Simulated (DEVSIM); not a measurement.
Device: Ru/SiO2/n-GaAs capacitor, at 300 K.

| layer (left to right) | material | thickness (nm) | Nd (cm⁻³) |
|---|---|---|---|
| 1 | SiO2 | 31.0 | - |
| 2 | GaAs | 7100 | 8.2e15 |

Metal gate on the left, work function 4.7 eV. Fixed charge at the semiconductor interface 1.3e10 cm⁻² (in units of +e); no interface traps.

The device is made up for the run: typed textbook-type constants, with dimensions and the other settings drawn at random. Values at 300 K.

```csv
parameter,SiO2,GaAs
gap (eV),9,1.424
affinity (eV),0.9,4.07
permittivity,3.9,12.9
Nc (cm⁻³),-,4.7e17
Nv (cm⁻³),-,9e18
```

DEVSIM, 1D Poisson equation in equilibrium, Boltzmann statistics, complete ionisation; no quantum confinement or tunnelling. Metal contacts follow the ideal Schottky-Mott rule: no Fermi-level pinning, no interface dipoles.

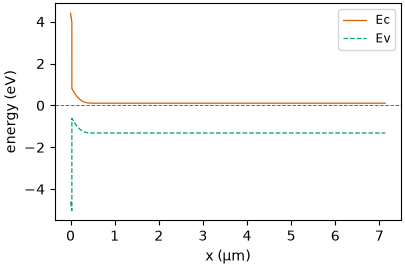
Figure. Band edges at -0.6 V on the gate

Energies count from the Fermi level of the right contact; mesh points crowd at the junctions.

```csv
x (μm),Ec (eV),Ev (eV),n (cm⁻³),p (cm⁻³),field (V/cm)
0.000,4.400,-4.600,< 1e2,< 1e2,-140000
0.001765,4.376,-4.624,< 1e2,< 1e2,-140000
0.006006,4.318,-4.682,< 1e2,< 1e2,-140000
0.01550,4.188,-4.812,< 1e2,< 1e2,-140000
0.02716,4.029,-4.971,< 1e2,< 1e2,-140000
0.03007,3.990,-5.011,< 1e2,< 1e2,-140000
0.03147,0.805,-0.619,14000,3.6e8,-39000
0.03555,0.789,-0.635,26000,1.9e8,-39000
0.04458,0.754,-0.670,100000,5.1e7,-38000
0.06791,0.669,-0.755,2700000,1900000,-35000
0.1282,0.478,-0.946,4.4e9,1100,-28000
0.3744,0.120,-1.304,4.5e15,< 1e2,-3000
0.9199,0.105,-1.319,8.2e15,< 1e2,≈ 0
2.329,0.105,-1.319,8.2e15,< 1e2,≈ 0
5.558,0.105,-1.319,8.2e15,< 1e2,≈ 0
6.502,0.105,-1.319,8.2e15,< 1e2,≈ 0
6.888,0.105,-1.319,8.2e15,< 1e2,≈ 0
7.038,0.105,-1.319,8.2e15,< 1e2,≈ 0
7.105,0.105,-1.319,8.2e15,< 1e2,≈ 0
7.122,0.105,-1.319,8.2e15,< 1e2,≈ 0
7.128,0.105,-1.319,8.2e15,< 1e2,≈ 0
7.131,0.105,-1.319,8.2e15,< 1e2,≈ 0
```
